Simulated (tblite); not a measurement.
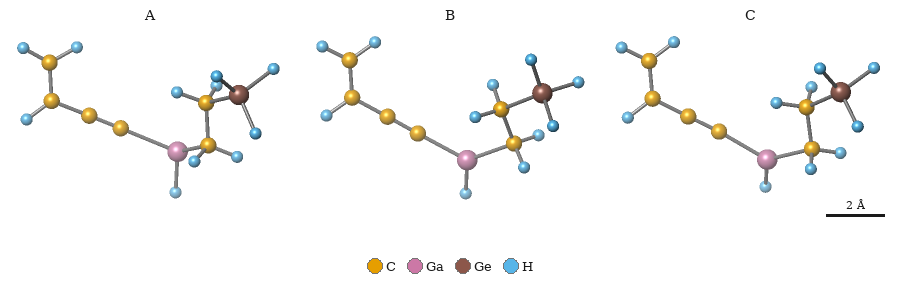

3 geometries from one relaxation of C$_{6}$H$_{11}$GaGe, in shuffled order. The picture is a ball-and-stick view, seen from a free direction.

The calculation used GFN2-xTB geometry optimisation, gas phase in tblite 0.8.0. 

Order the frames from highest to lowest energy.

A, C, B. They are steps 0, 56, 115, at +1.463 eV, +0.073 eV relative to the last. After 115 geometry steps the energy has fallen by 1.463 eV. The largest moves after the best rigid fit, 1.10 Å, are those of H atoms. Largest moves by element: H 1.10 Å, Ga 0.50 Å, C 0.46 Å, Ge 0.16 Å. Near-neighbour distances that change, for instance: C–Ga 1.800 → 2.046 Å, C–Ga 2.198 → 1.965 Å, Ga–H 1.688 → 1.588 Å, Ge–H 1.573 → 1.497 Å. Bond angles that change, for instance: C–Ga–C 106.3° → 118.2°, C–C–C 115.4° → 123.3°, C–C–H 122.3° → 115.4°. Groups turn about C–Ge by about 55°. Cost: 1.7 s on 1 thread of Arm Neoverse N1, with other jobs on the host.
